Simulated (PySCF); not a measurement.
**[Y(CH3)2]+: other functionals and bases at one geometry**

Aim: see how levels, charges and forces of [Y(CH3)2]+ depend on the level of theory. It is a constructed species; whether it can be made isn't addressed.

Computed with PySCF 2.14.0. Level: several levels, as the steps say, no spin–orbit coupling.

1 further run of the same task is left out (for a known fault of the program).

### Step 1. The starting structure

9 atoms, charge 1, spin multiplicity 1.

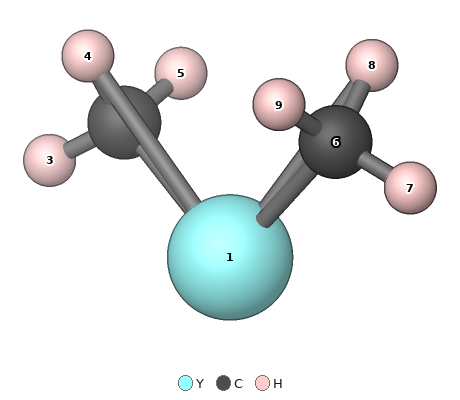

The structure; yttrium light teal, carbon dark grey, hydrogen pink; atoms are numbered from 1 in the order of the file.

Geometry (Å):

```xyz
9
charge 1, multiplicity 1
Y     0.0000    0.0000   -0.3691
C     1.7257   -0.0180    1.0489
H     2.6981    0.2132    0.5744
H     1.5620    0.7164    1.8605
H     1.8238   -1.0055    1.5404
C    -1.7257    0.0180    1.0489
H    -2.6981   -0.2132    0.5744
H    -1.5620   -0.7164    1.8605
H    -1.8238    1.0055    1.5404
```

Formal oxidation states: Y +3. An earlier session relaxed this geometry at PBE0, Y def2-SVP with ECP28, C def2-SVP, H def2-SVP (singlet, point group C2).

At PBE0 on the finer grid: E = -117.695793 Eh, HOMO -11.74 eV, LUMO -7.08 eV, Mulliken charge on Y1 +1.24 e, largest force component 0.011 eV/Å. 

Levels to run: PBE; BP86; PBE0, TZVP. Hardware: 2 threads of Arm Neoverse V1, shared host.

### Step 2. PBE

File run.py (the lines that set the calculation):

```python
mol = gto.M(atom='''
Y      0.00000     0.00000    -0.36913
C      1.72573    -0.01798     1.04886
H      2.69807     0.21324     0.57442
H      1.56203     0.71641     1.86050
H      1.82383    -1.00555     1.54038
C     -1.72573     0.01798     1.04886
H     -2.69807    -0.21324     0.57442
H     -1.56203    -0.71641     1.86050
H     -1.82383     1.00555     1.54038''',
    basis={'Y': 'def2-SVP', 'C': 'def2-SVP', 'H': 'def2-SVP'},
    ecp={'Y': 'def2-SVP'},
    charge=1, spin=0)
mf = dft.RKS(mol, xc='PBE')
mf.grids.atom_grid = (75, 302)
mf = mf.density_fit()  # fitting sets: Y def2-universal-JKFIT, C def2-universal-JKFIT, H def2-universal-JKFIT
mf.conv_tol = 1e-08; mf.max_cycle = 55
mf.kernel(dm0)  # dm0: the density of the relaxed state
```

Run with:

```sh
$ OMP_NUM_THREADS=2 python run.py
```

Standard output:

```text
init E= -117.68997056767
  HOMO = -0.38753991535279  LUMO = -0.295712636272095  gap/eV = 2.49875
cycle= 1 E= -117.690613672352  delta_E= -0.000643  |g|= 0.0611  |ddm|= 0.266
  HOMO = -0.390939167549941  LUMO = -0.280996352234013  gap/eV = 2.99170
cycle= 2 E= -117.685683706279  delta_E= 0.00493  |g|= 0.134  |ddm|= 0.338
  HOMO = -0.386800189272155  LUMO = -0.288795533347113  gap/eV = 2.66684
cycle= 3 E= -117.69213102904  delta_E= -0.00645  |g|= 0.0124  |ddm|= 0.204
  HOMO = -0.388655408589867  LUMO = -0.290687609493283  gap/eV = 2.66584
cycle= 4 E= -117.692188625789  delta_E= -5.76e-05  |g|= 0.0019  |ddm|= 0.0226
  HOMO = -0.388349860832739  LUMO = -0.290587514011987  gap/eV = 2.66025
cycle= 5 E= -117.692189744784  delta_E= -1.12e-06  |g|= 0.000362  |ddm|= 0.00325
  HOMO = -0.388349942459278  LUMO = -0.290588147730817  gap/eV = 2.66023
cycle= 6 E= -117.692189777765  delta_E= -3.3e-08  |g|= 7.75e-05  |ddm|= 0.000457
  HOMO = -0.388349630053208  LUMO = -0.290582154949993  gap/eV = 2.66039
cycle= 7 E= -117.692189780003  delta_E= -2.24e-09  |g|= 1.75e-05  |ddm|= 0.000121
  HOMO = -0.388352407944161  LUMO = -0.29058078040285  gap/eV = 2.66050
Extra cycle  E= -117.692189779769  delta_E= 2.34e-10  |g|= 3.2e-05  |ddm|= 7.45e-05
converged SCF energy = -117.692189779769
```

Run time: 4.3 s. Hardware: 2 threads of Arm Neoverse V1, shared host.

It gives: E = -117.692190 Eh, HOMO -10.57 eV, LUMO -7.91 eV, Mulliken charge on Y1 +1.12 e, largest force component 0.235 eV/Å. 

### Step 3. BP86

run.py (the lines that set the calculation), as its differences from that of step 2:

```diff
@@ -13,3 +13,3 @@
     charge=1, spin=0)
-mf = dft.RKS(mol, xc='PBE')
+mf = dft.RKS(mol, xc='B88,P86')
 mf.grids.atom_grid = (75, 302)
```

Run with:

```sh
$ OMP_NUM_THREADS=2 python run.py
```

Standard output:

```text
init E= -117.85706215711
  HOMO = -0.390891062642687  LUMO = -0.289512512583396  gap/eV = 2.75865
cycle= 1 E= -117.8577634536  delta_E= -0.000701  |g|= 0.0621  |ddm|= 0.258
  HOMO = -0.393723604176752  LUMO = -0.27458436668841  gap/eV = 3.24194
cycle= 2 E= -117.852792185221  delta_E= 0.00497  |g|= 0.135  |ddm|= 0.326
  HOMO = -0.389665437710039  LUMO = -0.282569482418507  gap/eV = 2.91423
cycle= 3 E= -117.859273581178  delta_E= -0.00648  |g|= 0.012  |ddm|= 0.203
  HOMO = -0.391534547793891  LUMO = -0.28446523536685  gap/eV = 2.91350
cycle= 4 E= -117.859325021074  delta_E= -5.14e-05  |g|= 0.00151  |ddm|= 0.0214
  HOMO = -0.391309776751564  LUMO = -0.284373542780353  gap/eV = 2.90988
cycle= 5 E= -117.859325747091  delta_E= -7.26e-07  |g|= 0.000361  |ddm|= 0.0025
  HOMO = -0.391315615579689  LUMO = -0.284376215553037  gap/eV = 2.90997
cycle= 6 E= -117.85932577944  delta_E= -3.23e-08  |g|= 8.29e-05  |ddm|= 0.000444
  HOMO = -0.391317624537681  LUMO = -0.284372437876494  gap/eV = 2.91013
cycle= 7 E= -117.859325781847  delta_E= -2.41e-09  |g|= 2.15e-05  |ddm|= 0.000109
  HOMO = -0.391322269052543  LUMO = -0.284371546125373  gap/eV = 2.91028
Extra cycle  E= -117.859325781365  delta_E= 4.81e-10  |g|= 4.43e-05  |ddm|= 8.96e-05
converged SCF energy = -117.859325781365
```

Run time: 4.3 s. Hardware: 2 threads of Arm Neoverse V1, shared host.

It gives: E = -117.859326 Eh, HOMO -10.65 eV, LUMO -7.74 eV, Mulliken charge on Y1 +1.14 e, largest force component 0.262 eV/Å. 

### Step 4. PBE0, TZVP

Basis: Y def2-TZVP with ECP28, C def2-TZVP, H def2-TZVP. 

run.py (the lines that set the calculation), as its differences from that of step 3:

```diff
@@ -10,6 +10,6 @@
 H     -1.82383     1.00555     1.54038''',
-    basis={'Y': 'def2-SVP', 'C': 'def2-SVP', 'H': 'def2-SVP'},
-    ecp={'Y': 'def2-SVP'},
+    basis={'Y': 'def2-TZVP', 'C': 'def2-TZVP', 'H': 'def2-TZVP'},
+    ecp={'Y': 'def2-TZVP'},
     charge=1, spin=0)
-mf = dft.RKS(mol, xc='B88,P86')
+mf = dft.RKS(mol, xc='PBE0')
 mf.grids.atom_grid = (75, 302)
@@ -17,2 +17,2 @@
 mf.conv_tol = 1e-08; mf.max_cycle = 55
-mf.kernel(dm0)  # dm0: the density of the relaxed state
+mf.kernel(dm0)  # dm0: free metal ions and neutral atoms
```

Run with:

```sh
$ OMP_NUM_THREADS=2 python run.py
```

Standard output:

```text
init E= -117.329103547372
  HOMO = -0.532277561917493  LUMO = -0.307401278880665  gap/eV = 6.11920
cycle= 1 E= -117.597127023769  delta_E= -0.268  |g|= 0.845  |ddm|= 2.09
  HOMO = -0.327155822289796  LUMO = -0.274429138190095  gap/eV = 1.43477
cycle= 2 E= -117.188027463007  delta_E= 0.409  |g|=  1.4  |ddm|= 2.04
  HOMO = -0.425653163534964  LUMO = -0.245587682177861  gap/eV = 4.89983
cycle= 3 E= -117.786450575754  delta_E= -0.598  |g|= 0.126  |ddm|= 1.52
  HOMO = -0.437739471232581  LUMO = -0.268614005008919  gap/eV = 4.60214
cycle= 4 E= -117.791965322512  delta_E= -0.00551  |g|= 0.0381  |ddm|= 0.23
  HOMO = -0.430591493689441  LUMO = -0.260094896868582  gap/eV = 4.63945
cycle= 5 E= -117.792444784996  delta_E= -0.000479  |g|= 0.00597  |ddm|= 0.0577
  HOMO = -0.431412424015078  LUMO = -0.26055093801795  gap/eV = 4.64938
cycle= 6 E= -117.792453405771  delta_E= -8.62e-06  |g|= 0.0021  |ddm|= 0.00849
  HOMO = -0.431364778861869  LUMO = -0.260352902304275  gap/eV = 4.65347
cycle= 7 E= -117.792454777904  delta_E= -1.37e-06  |g|= 0.000304  |ddm|= 0.00334
  HOMO = -0.43135824382033  LUMO = -0.260353359208008  gap/eV = 4.65328
cycle= 8 E= -117.792454830233  delta_E= -5.23e-08  |g|= 7.33e-05  |ddm|= 0.00057
  HOMO = -0.431340105230895  LUMO = -0.260343238254324  gap/eV = 4.65306
cycle= 9 E= -117.792454837957  delta_E= -7.72e-09  |g|= 2.19e-05  |ddm|= 0.000379
  HOMO = -0.431337776111065  LUMO = -0.260339291426353  gap/eV = 4.65311
Extra cycle  E= -117.792454838251  delta_E= -2.94e-10  |g|= 1.52e-05  |ddm|= 9.24e-05
converged SCF energy = -117.792454838251
```

It took 7.9 s on 2 threads of Arm Neoverse V1, shared host.

Read off: E = -117.792455 Eh, HOMO -11.74 eV, LUMO -7.08 eV, Mulliken charge on Y1 +1.38 e, largest force component 0.247 eV/Å. 

### Step 5. Results

| level | state | HOMO (eV) | gap (eV) | charge on Y1 (e) | dipole (D) | largest force (eV/Å) | basis functions | time |
| --- | --- | --- | --- | --- | --- | --- | --- | --- |
| PBE0 (relaxed here) | singlet | -11.74 | 4.67 | 1.24 | 4.30 | 0.01 | 89 | 11 s |
| PBE | singlet | -10.57 | 2.66 | 1.12 | 3.67 | 0.23 | 89 | 4.3 s |
| BP86 | singlet | -10.65 | 2.91 | 1.14 | 3.69 | 0.26 | 89 | 4.3 s |
| PBE0, TZVP | singlet | -11.74 | 4.65 | 1.38 | 4.40 | 0.25 | 138 | 7.9 s |

Times are on 2 threads of Arm Neoverse V1, shared host; the first row also made further properties. The dipole of a charged species depends on the origin, so these sizes hold for this origin alone.

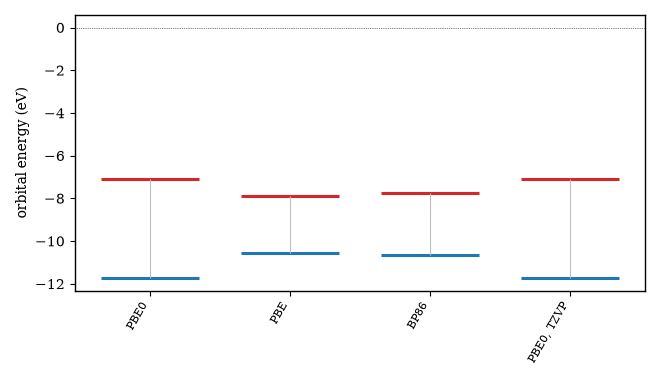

Highest filled and lowest empty level, method by method.

In one basis the HOMO–LUMO gap runs from 2.66 eV (PBE) to 4.67 eV (PBE0). The largest leftover force, 0.26 eV/Å with BP86, stands at a geometry relaxed at another level. The Mulliken charge on Y spans +1.12 to +1.38 e over the levels. Total energies of different levels can't be compared. Spin–orbit coupling is left out throughout.
